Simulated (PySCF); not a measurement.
# RhI (triplet): what the fields show

| atom | x (Å) | y (Å) | z (Å) |
| --- | --- | --- | --- |
| Rh | 0.0000 | 0.0000 | -1.4131 |
| I | 0.0000 | 0.0000 | 1.1459 |

Core potentials replace the inner electrons of Rh and I.

Theory: PBE0/def2-TZVPP, non-relativistic Hamiltonian with scalar-relativistic core potentials where named, at a bond length of 2.559 Å in PySCF.

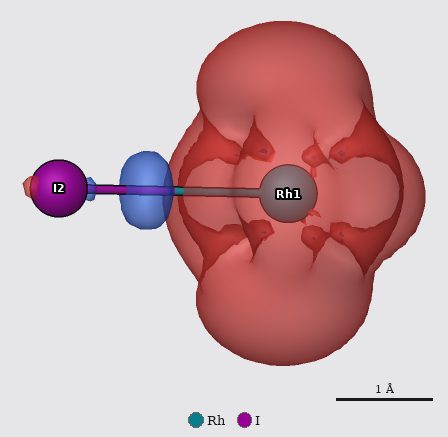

Figure 1. Isosurfaces of the spin density at +0.015 (red) and −0.015 e/Å³ (blue), seen from one side.

> Which atoms carry the spin?

The unpaired spin (2 electrons) lies mostly on Rh1 (about 2.0), in electrons by Hirshfeld's partition.

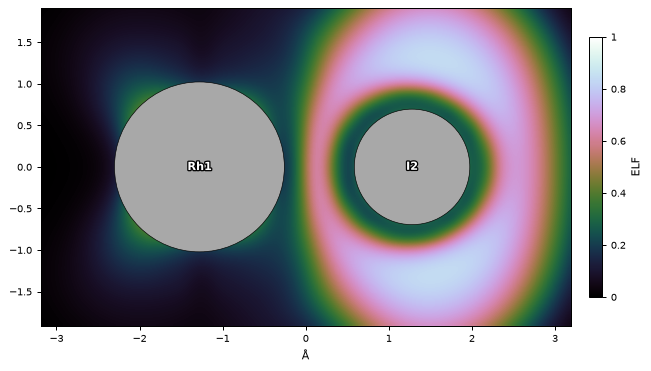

Figure 2. Electron localisation function on a plane that holds the molecular axis. Grey discs cover the atomic cores.

> Read the bonding off the picture.

Atoms in the plane: Rh and I.
Rh–I (2.56 Å): the ELF peaks at about 0.60 in the valence shell of I, 1.2 Å from its nucleus, and is about 0.50 at the midpoint.

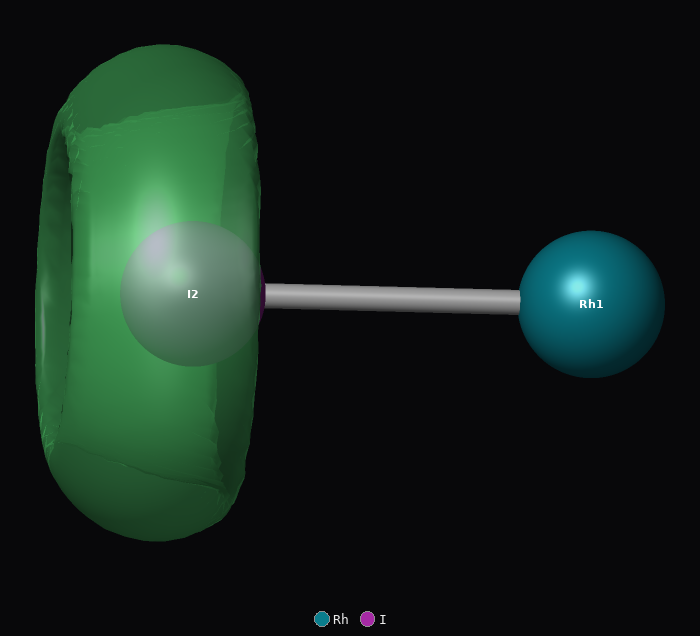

Figure 3. Isosurface of the electron localisation function at 0.8 (green), seen from one side. Only the valence region is drawn (cores and ρ < 0.01 e/Å³ removed).

> Where are the electrons localised?

The surface consists of one ring or bowl of non-bonding electrons around I.

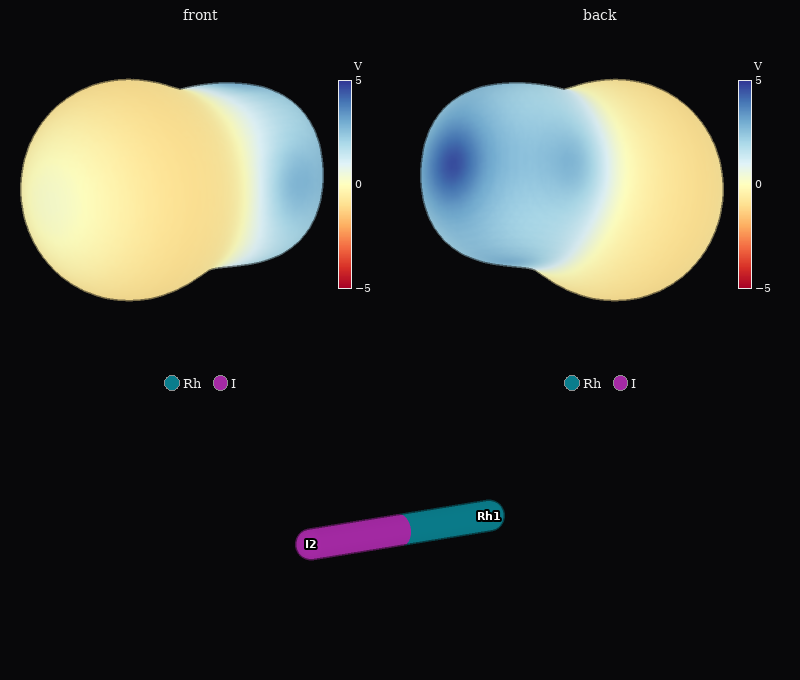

Figure 4. The electrostatic potential painted on the density surface at 0.004 e/bohr³, seen from the front and from behind; red is negative and blue positive. The bare structure is drawn below in the same view.

> Describe the electrostatic potential map.

The most negative region (about −0.9 V) lies over I2, the most positive (about +4.3 V) over Rh1. I2 shows a σ-hole: about +0.2 V at the tip opposite its bond, against about −0.9 V on its flanks.
